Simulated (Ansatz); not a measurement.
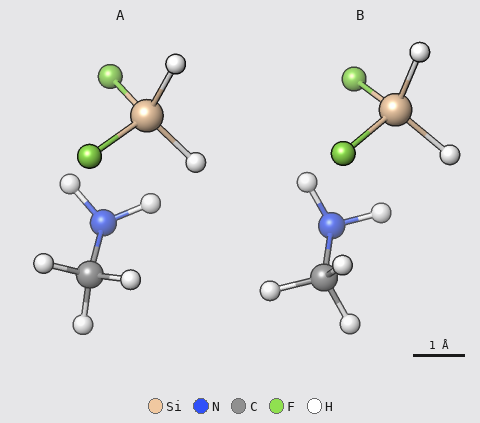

Two geometries of CH$_{7}$F$_{2}$NSi, drawn at one scale. One is the start of a relaxation, the other its converged end. Style: ball-and-stick. Shown from a free direction.

Theory: Ansatz, RKS PBE-D4/def2-SVP. (no spin polarisation; force threshold 0.03 eV/Å; at most 50 steps)

Question: Which geometry has the lower energy?

Answer: Structure B is the relaxed one. The run prepares an end point of a later path (reaction) calculation, from a guessed geometry. The largest move after the best rigid fit is that of an H atom, 0.81 Å. Largest moves by element: H 0.81 Å, F 0.33 Å, N 0.25 Å, Si 0.23 Å, C 0.14 Å. Among the contacts that change: H–Si 1.449 → 1.493 Å, C–H 1.112 → 1.118 Å, H–N 1.021 → 1.026 Å. Among the angles between lasting bonds that change: N–C–H 112.9° → 116.7°, N–C–H 111.5° → 109.4°, N–C–H 111.7° → 109.7°. Groups turn about C–N by about 55°. Over 14 accepted moves (15 points after the start) the energy falls by 0.154 eV. Largest force component: 0.61 eV/Å at the start, 0.025 eV/Å at the end. The line search rejected the trial step at point 7 of the run. Cost: 38 s on 2 threads of Arm Neoverse V1, on a shared host, peak memory 0.15 GiB.
